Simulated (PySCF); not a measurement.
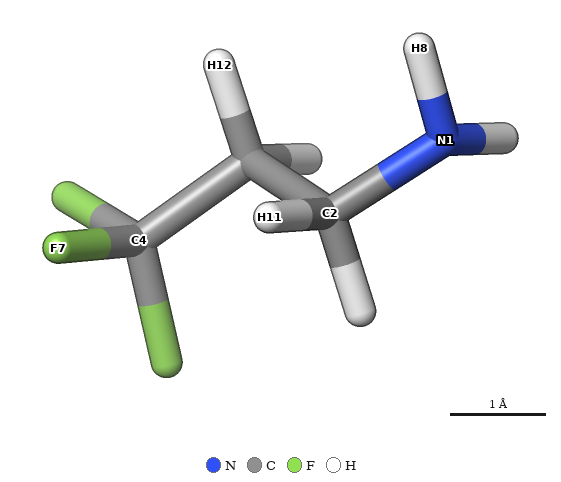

**Figure 1.** The starting structure (stick view, seen at a tilt; atoms are numbered from 1 in the order of the input). Bond lengths as drawn: C–C 1.46 to 1.56 Å, C–F 1.34 to 1.37 Å, C–H 1.08 to 1.10 Å, C–N 1.47 Å and H–N 0.98 to 1.04 Å.

**Run report: C3H6F3N, geometry relaxation**

The run: geometry relaxation of C3H6F3N (3,3,3-trifluoropropylamine). Method and program: PBE0-D3(BJ)/def2-SVP geometry optimisation, gas phase (PySCF 2.14.0).

## The input
```
{"job": {"xc": "PBE0", "basis": "def2-SVP", "d3": "d3bj", "grid": 1, "shake": 0.01, "kind": "geom"}, "charge": 0, "multiplicity": 1}
N      2.111450    -0.013420     0.545370
C      0.669770     0.183220     0.748840
C     -0.223040    -0.184560    -0.474950
C     -1.636420     0.033110    -0.171600
F     -2.451770    -0.292880    -1.227340
F     -2.103260    -0.710290     0.858180
F     -1.942350     1.303320     0.140850
H      2.438350     0.597780    -0.225850
H      2.310840    -0.948120     0.346580
H      0.379030    -0.432470     1.613670
H      0.491520     1.231780     1.021080
H      0.058770     0.438830    -1.321960
H     -0.097080    -1.223170    -0.741800
```

The first line tells a small driver script what to run in PySCF; the rest is the geometry in Å.

Launched with:
```bash
OMP_NUM_THREADS=1 python <driver script> task.json out
```

## Output
```
step   0  E = -471.38793926  max force = 0.061375
step   1  E = -471.39244306  max force = 0.023848
step   2  E = -471.39400470  max force = 0.005176
step   3  E = -471.39428354  max force = 0.002210
step   4  E = -471.39433746  max force = 0.000687
step   5  E = -471.39439728  max force = 0.001183
step   6  E = -471.39442897  max force = 0.001531
step   7  E = -471.39445473  max force = 0.000908
step   8  E = -471.39446339  max force = 0.000175
optimisation converged
```

## Trajectory as extended XYZ (Å, eV, eV/Å), 9 frames, from step=0 to step=8
```
13
Properties=species:S:1:pos:R:3:forces:R:3 step=0 energy=-12827.11918
N     2.1115   -0.0134    0.5454   -1.1700   2.8499   0.0340
C     0.6698    0.1832    0.7488    0.8501  -0.5654  -0.5214
C    -0.2230   -0.1846   -0.4749    1.1933   0.6022   1.2325
C    -1.6364    0.0331   -0.1716   -3.1560  -0.0889  -0.2418
F    -2.4518   -0.2929   -1.2273    0.8563   0.2333   0.5395
F    -2.1033   -0.7103    0.8582    0.6643   0.1032  -0.2776
F    -1.9424    1.3033    0.1409    0.4713  -0.1169  -0.1378
H     2.4383    0.5978   -0.2258   -0.1121  -0.7130   0.5510
H     2.3108   -0.9481    0.3466    0.5102  -1.9126  -0.6028
H     0.3790   -0.4325    1.6137   -0.1713   0.0511  -0.0136
H     0.4915    1.2318    1.0211   -0.0508   0.0601   0.0253
H     0.0588    0.4388   -1.3220   -0.0081   0.1636  -0.3703
H    -0.0971   -1.2232   -0.7418    0.1228  -0.6666  -0.2169
13
Properties=species:S:1:pos:R:3:forces:R:3 step=1 energy=-12827.24173
N     2.1248    0.2083   -0.0516    0.0192  -0.5173   0.0197
C     0.8313    0.2635    0.5936   -0.3280   0.0859  -0.1551
C    -0.3009   -0.2611   -0.3023   -0.1783  -0.0250  -0.0337
C    -1.7073   -0.0667    0.2273    1.2263  -0.0499   0.1512
F    -2.6256   -0.6009   -0.5723   -0.1610   0.0930   0.0067
F    -1.8121   -0.6390    1.4315   -0.3767  -0.0397   0.1420
F    -1.9655    1.2365    0.3745   -0.3364   0.0173  -0.0096
H     2.0279    0.6469   -0.9657    0.2356   0.0363  -0.0485
H     2.3819   -0.7716   -0.2404   -0.1029   0.4639   0.0793
H     0.8484   -0.2860    1.5485    0.0621  -0.0124  -0.0535
H     0.6119    1.3153    0.8459    0.0054  -0.0415   0.0504
H    -0.2508    0.2709   -1.2624   -0.0437  -0.0234  -0.1537
H    -0.1647   -1.3347   -0.5108   -0.0216   0.0128   0.0048
13
Properties=species:S:1:pos:R:3:forces:R:3 step=2 energy=-12827.28423
N     2.1402    0.1987   -0.0340   -0.1278  -0.1671   0.0055
C     0.8189    0.2667    0.5589    0.0985   0.0197  -0.1155
C    -0.3125   -0.2601   -0.3279   -0.0369   0.0728   0.0690
C    -1.6925   -0.0651    0.2509   -0.0407   0.0236   0.0931
F    -2.6349   -0.5863   -0.5314   -0.1271  -0.1947  -0.2662
F    -1.8267   -0.6392    1.4549    0.1714   0.0063  -0.0068
F    -1.9940    1.2302    0.3991    0.1568   0.1311   0.0633
H     2.1495    0.6594   -0.9433    0.0046   0.0449   0.0633
H     2.3999   -0.7723   -0.2131   -0.0219   0.0966   0.0404
H     0.8252   -0.2921    1.5071    0.0113   0.0047   0.0328
H     0.6009    1.3144    0.8253    0.0076  -0.0087  -0.0113
H    -0.2905    0.2622   -1.2984   -0.0791  -0.0324   0.0077
H    -0.1845   -1.3350   -0.5324   -0.0167   0.0032   0.0246
13
Properties=species:S:1:pos:R:3:forces:R:3 step=3 energy=-12827.29182
N     2.1364    0.1900   -0.0233   -0.0583  -0.0297  -0.0272
C     0.8104    0.2682    0.5472    0.1136  -0.0024  -0.0215
C    -0.3200   -0.2580   -0.3390    0.0320   0.0272  -0.0313
C    -1.6880   -0.0629    0.2528   -0.0027  -0.0068   0.0392
F    -2.6385   -0.5871   -0.5282   -0.0219   0.0276   0.0320
F    -1.7940   -0.6412    1.4578   -0.0136   0.0099  -0.0633
F    -1.9718    1.2367    0.4143   -0.0106  -0.0367  -0.0030
H     2.1777    0.6631   -0.9246   -0.0165   0.0307   0.0421
H     2.3943   -0.7786   -0.1992    0.0114  -0.0236   0.0005
H     0.8089   -0.2891    1.4970   -0.0306   0.0176   0.0285
H     0.5962    1.3166    0.8125   -0.0037   0.0050  -0.0207
H    -0.3145    0.2579   -1.3131   -0.0128  -0.0144   0.0140
H    -0.1980   -1.3342   -0.5386    0.0139  -0.0043   0.0108
13
Properties=species:S:1:pos:R:3:forces:R:3 step=4 energy=-12827.29328
N     2.1363    0.1817   -0.0238   -0.0109  -0.0228  -0.0141
C     0.8124    0.2688    0.5447    0.0353  -0.0023   0.0128
C    -0.3200   -0.2566   -0.3402   -0.0061  -0.0001  -0.0222
C    -1.6875   -0.0611    0.2540   -0.0185  -0.0103   0.0260
F    -2.6437   -0.5790   -0.5251    0.0132   0.0261   0.0119
F    -1.7920   -0.6449    1.4551   -0.0102  -0.0101  -0.0087
F    -1.9686    1.2377    0.4224   -0.0023  -0.0096  -0.0064
H     2.1810    0.6619   -0.9205    0.0053   0.0168   0.0133
H     2.3913   -0.7874   -0.2011    0.0022  -0.0096  -0.0106
H     0.8037   -0.2822    1.4987   -0.0193   0.0191   0.0115
H     0.6022    1.3196    0.8032   -0.0009   0.0072  -0.0168
H    -0.3171    0.2563   -1.3152   -0.0001  -0.0016  -0.0006
H    -0.1988   -1.3335   -0.5365    0.0123  -0.0028   0.0041
13
Properties=species:S:1:pos:R:3:forces:R:3 step=5 energy=-12827.29491
N     2.1367    0.1622   -0.0263    0.0411  -0.0075   0.0268
C     0.8155    0.2717    0.5388   -0.0608   0.0049   0.0190
C    -0.3222   -0.2537   -0.3410   -0.0197  -0.0279   0.0151
C    -1.6874   -0.0575    0.2601   -0.0109  -0.0089  -0.0418
F    -2.6503   -0.5585   -0.5222    0.0242   0.0074   0.0012
F    -1.7924   -0.6570    1.4525   -0.0078  -0.0056   0.0256
F    -1.9605    1.2406    0.4436    0.0037   0.0115   0.0202
H     2.1963    0.6551   -0.9144    0.0123  -0.0046  -0.0154
H     2.3808   -0.8090   -0.2077   -0.0127   0.0048  -0.0202
H     0.7920   -0.2629    1.5025    0.0128   0.0109  -0.0058
H     0.6156    1.3288    0.7800    0.0082   0.0030  -0.0142
H    -0.3230    0.2537   -1.3184    0.0012   0.0093  -0.0072
H    -0.2019   -1.3321   -0.5316    0.0085   0.0027  -0.0035
13
Properties=species:S:1:pos:R:3:forces:R:3 step=6 energy=-12827.29577
N     2.1378    0.1471   -0.0267    0.0485   0.0046   0.0343
C     0.8170    0.2754    0.5346   -0.0787   0.0100   0.0127
C    -0.3240   -0.2516   -0.3408   -0.0108  -0.0201   0.0232
C    -1.6880   -0.0551    0.2636   -0.0070  -0.0040  -0.0331
F    -2.6538   -0.5419   -0.5237    0.0224   0.0071  -0.0061
F    -1.7962   -0.6675    1.4489   -0.0001  -0.0179   0.0318
F    -1.9545    1.2420    0.4635    0.0052   0.0172   0.0045
H     2.2101    0.6446   -0.9111    0.0068  -0.0109  -0.0219
H     2.3683   -0.8267   -0.2112   -0.0108   0.0006  -0.0190
H     0.7863   -0.2454    1.5057    0.0139   0.0020  -0.0053
H     0.6264    1.3374    0.7608    0.0080  -0.0008  -0.0095
H    -0.3269    0.2535   -1.3193   -0.0004   0.0077  -0.0069
H    -0.2035   -1.3304   -0.5285    0.0031   0.0045  -0.0047
13
Properties=species:S:1:pos:R:3:forces:R:3 step=7 energy=-12827.29647
N     2.1391    0.1314   -0.0245    0.0326   0.0122   0.0241
C     0.8176    0.2803    0.5323   -0.0467   0.0039   0.0019
C    -0.3250   -0.2489   -0.3392    0.0055  -0.0021   0.0172
C    -1.6884   -0.0524    0.2656    0.0039   0.0002  -0.0170
F    -2.6539   -0.5227   -0.5311    0.0010  -0.0019  -0.0075
F    -1.8031   -0.6808    1.4425    0.0003  -0.0023   0.0079
F    -1.9477    1.2436    0.4823    0.0032   0.0060   0.0058
H     2.2224    0.6283   -0.9084   -0.0009  -0.0107  -0.0151
H     2.3521   -0.8458   -0.2120   -0.0051  -0.0030  -0.0078
H     0.7812   -0.2259    1.5108    0.0048  -0.0035  -0.0023
H     0.6372    1.3473    0.7415    0.0053  -0.0016  -0.0010
H    -0.3287    0.2549   -1.3186   -0.0034   0.0011  -0.0033
H    -0.2036   -1.3279   -0.5254   -0.0005   0.0019  -0.0027
13
Properties=species:S:1:pos:R:3:forces:R:3 step=8 energy=-12827.29671
N     2.1404    0.1261   -0.0197    0.0062   0.0085   0.0090
C     0.8169    0.2822    0.5335   -0.0077  -0.0005  -0.0036
C    -0.3243   -0.2474   -0.3388    0.0070   0.0073   0.0010
C    -1.6887   -0.0509    0.2629    0.0032   0.0018   0.0068
F    -2.6523   -0.5150   -0.5394   -0.0026   0.0005  -0.0055
F    -1.8084   -0.6850    1.4365    0.0002  -0.0020  -0.0040
F    -1.9456    1.2446    0.4864    0.0006   0.0011  -0.0039
H     2.2262    0.6184   -0.9063   -0.0039  -0.0055  -0.0035
H     2.3458   -0.8530   -0.2068    0.0002  -0.0044   0.0020
H     0.7780   -0.2197    1.5140   -0.0020  -0.0033   0.0002
H     0.6403    1.3508    0.7370    0.0018  -0.0008   0.0028
H    -0.3265    0.2566   -1.3182   -0.0023  -0.0026  -0.0009
H    -0.2026   -1.3262   -0.5253   -0.0008  -0.0002  -0.0002
```

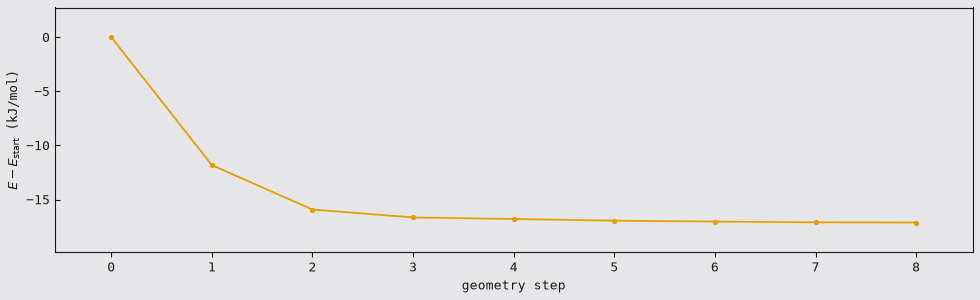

**Figure 2.** Progress of the relaxation, step by step (steps are counted from 0).

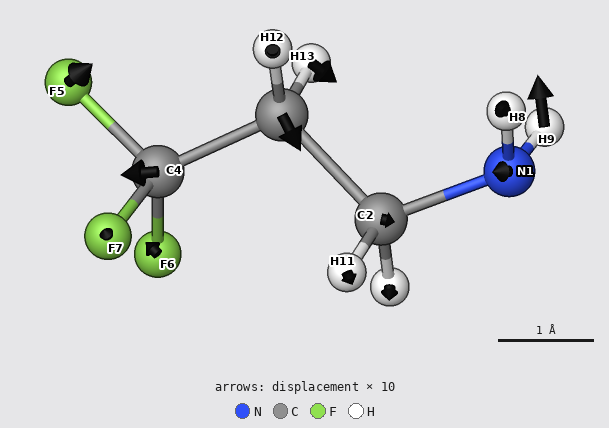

**Figure 3.** The starting structure with the displacements as black arrows, magnified 10 times (ball-and-stick view, seen at a tilt). The two geometries are laid on each other by the best rigid fit. After 8 geometry steps the energy has fallen by 17.1 kJ/mol. The largest force component goes from 3.2 to 0.009 eV/Å. The atom that moves furthest after the best rigid fit is H9 (0.056 Å). Largest moves by element: H 0.056 Å, C 0.043 Å, F 0.041 Å, N 0.024 Å. Among the contacts that change: C3–C4 1.462 → 1.504 Å, N1–H9 0.976 → 1.018 Å, C4–F5 1.373 → 1.337 Å, C2–C3 1.559 → 1.531 Å. Among the angles that change: H8–N1–H9 110.4° → 106.7°, C2–C3–C4 110.8° → 113.8°, F5–C4–F6 104.5° → 107.3°. (Atoms are counted from 1 in the order of the input.)

## Summary

| quantity | value |
| --- | --- |
| outcome | converged |
| total energy | −471.394463 hartree |
| dipole moment | 2.33 D |
| point group | Cs |
| hardware | 1 CPU thread, shared host |
| wall time | 74 s |
| peak memory | 0.54 GiB |
